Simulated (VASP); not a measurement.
Energy against volume of Sr (fcc). Computed with optB86b-vdW, VASP's PBE PAW potentials (set 64) (plane waves; VASP).

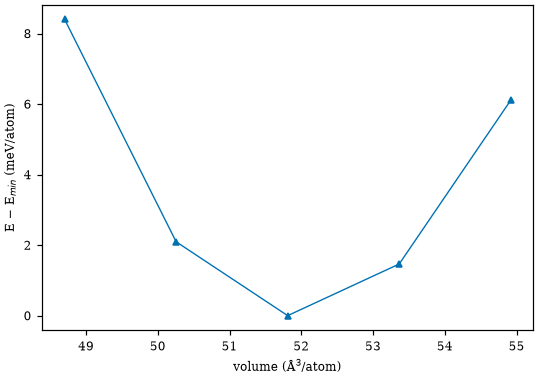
Figure: Energy against volume

Task: Estimate the equilibrium volume and the bulk modulus.

Result: The minimum lies near 51.9 Å³/atom, and the curvature gives B0 of about 12 GPa.

Measured: bulk modulus 12.5 GPa at 0 K (computed value off by -1.5 %), as given by H. Levämäki et al., Physical Review B (2014), arXiv:1402.3671 [corrected for temperature and zero-point phonon effects]; a 6.045 Å at 0 K (computed value off by -2.1 %), as given by Gábor I. Csonka et al., Physical Review B (2009), arXiv:0903.4037 [low-temperature or extrapolated to 0 K; zero-point anharmonic expansion removed].

The compound is Sr in the fcc structure. It was relaxed first, which changed the volume by -8 %.
